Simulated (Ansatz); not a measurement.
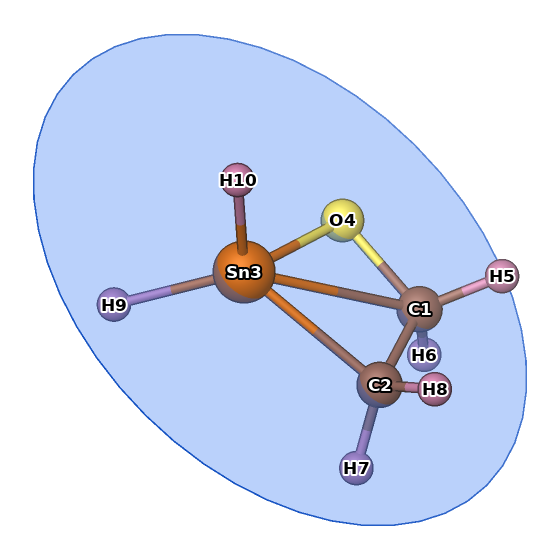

A disc through the centre of mass is drawn in. Depth is shown by fading: the farther an atom, the more it takes the colour of the background. The geometry was computed by an optimisation with PBE0-D4/def2-TZVP. No frequency run is at hand to confirm it as a minimum.

### Is the plane of the disc a mirror plane of the structure?

Yes. The reflection leaves C1, C2, Sn3, O4 in place and moves H5 ↔ H6; H7 ↔ H8; H9 ↔ H10. The point group is Cs.
